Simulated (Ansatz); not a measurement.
Density of states of Sn (Pm-3m, 1 atom in the cell).

```xyz
1
Lattice="3.1233 0.0000 0.0000 0.0000 3.1233 0.0000 0.0000 0.0000 3.1233" Properties=species:S:1:pos:R:3 pbc="T T T"
Sn     0.0000     0.0000     0.0000
```

Computed with PBE (plane waves, PAW; Ansatz, an electronic-structure program).

SCF settings: basis.ecutwfc = 30.9 Ry; kpoints.mp_grid.grid = 14 14 14; hamiltonian.xc = pbe; hamiltonian.pseudopotentials = {kind: paw} (the program's default PAW files); scf.occupations.method = fermi_dirac; scf.occupations.width = 0.0073 Ry. Keys of the DOS step: output.dos.nscf_kmesh.grid = 21 21 21; output.dos.method = {smearing: {sigma: 0.1}} eV.

The starting cell was generated: these elements placed on a structure prototype, without a prior relaxation; it need not be a known phase or ordering of this composition. Its lattice was rescaled by a random factor within 2.5 % of one.

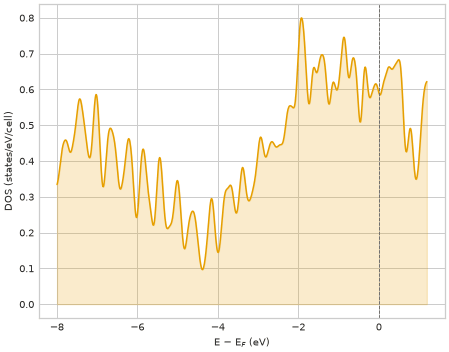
Figure. Total density of states, both spins summed.

Total DOS (both spins), as means of the tabulated values in each energy bin; the zero is the program's Fermi level or highest filled level, and the curve is cut to this window:

```csv
E (eV),states/eV/cell
-7.88,0.41
-7.62,0.46
-7.38,0.53
-7.12,0.48
-6.88,0.41
-6.62,0.46
-6.38,0.36
-6.12,0.37
-5.88,0.37
-5.62,0.27
-5.38,0.32
-5.12,0.26
-4.88,0.22
-4.62,0.24
-4.38,0.13
-4.12,0.24
-3.88,0.25
-3.62,0.30
-3.38,0.34
-3.12,0.33
-2.88,0.44
-2.62,0.44
-2.38,0.47
-2.12,0.57
-1.88,0.72
-1.62,0.63
-1.38,0.66
-1.12,0.60
-0.88,0.69
-0.62,0.65
-0.38,0.59
-0.12,0.60
0.12,0.62
0.38,0.67
0.62,0.53
0.88,0.41
```

Around zero the curve holds about 0.6 states/eV/cell.

Keys are those of Ansatz 0.2.
